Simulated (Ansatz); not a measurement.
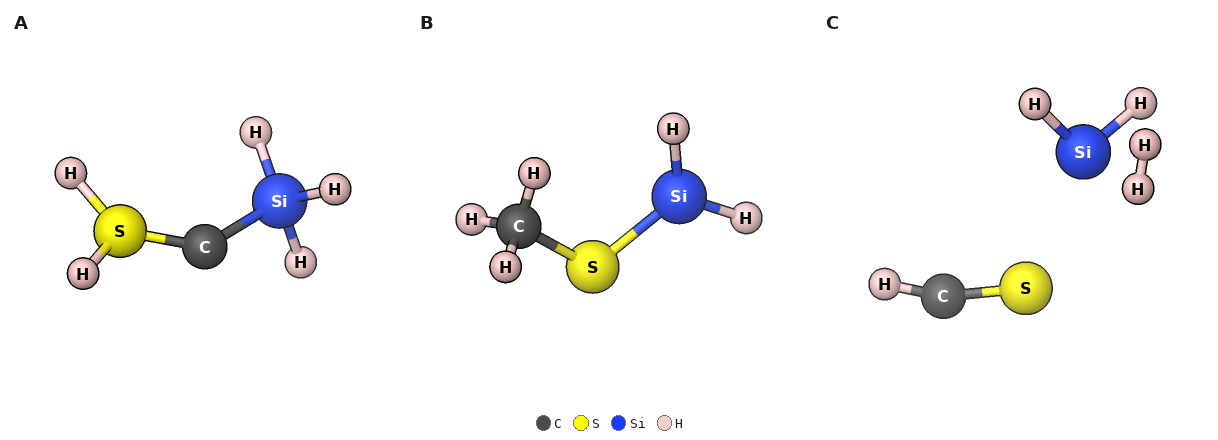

3 stationary structures of one formula. Charge +1, singlet. Geometries: PBE-D4/def2-SVP. Electronic energies: PBE-D4/def2-SVP (Ansatz 0.2.0), without zero-point energy. No frequency run is at hand to confirm each as a minimum. Each is one conformer, not always the lowest.

Question: Which is lowest in energy, and by how much?

Answer: B is lowest; C lies 94.5 kcal/mol above it (C1), A lies 101.9 kcal/mol above it.
